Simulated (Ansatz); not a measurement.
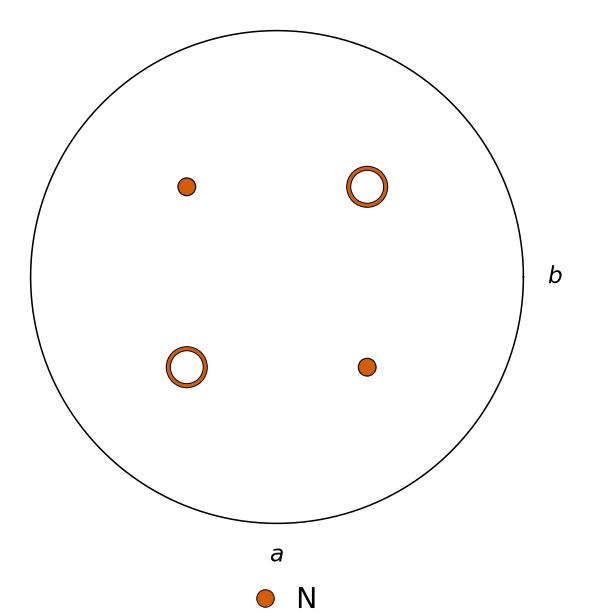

Crystal: BN, the input geometry of an electronic-structure calculation (not necessarily at equilibrium). Directions from one boron atom at (0, 0, 0) to its bonded neighbours, in stereographic projection down c (filled: above the plane of the page or in it, open: below). The drawing is computed from the coordinates (standard cell, symmetry found to 0.002 Å).

Neighbours are counted up to 1.80 Å for N.

```
B N
1.0
     3.62600    0.00000    0.00000
     0.00000    3.62600    0.00000
     0.00000    0.00000    3.62600
B N
4 4
Direct
  0.00000 0.00000 0.00000
  0.00000 0.50000 0.50000
  0.50000 0.00000 0.50000
  0.50000 0.50000 0.00000
  0.25000 0.25000 0.25000
  0.25000 0.75000 0.75000
  0.75000 0.25000 0.75000
  0.75000 0.75000 0.25000
```

### How many neighbours are there, and at what angles?

4: 4 N at 1.57 Å. Angles between bonds: 109° (6×).

### What is the site's symmetry in the crystal?

Point group -43m (Td), order 24: three −4 axes, four threefold axes, six mirror planes. In F-43m (No. 216) this is Wyckoff position 4a.
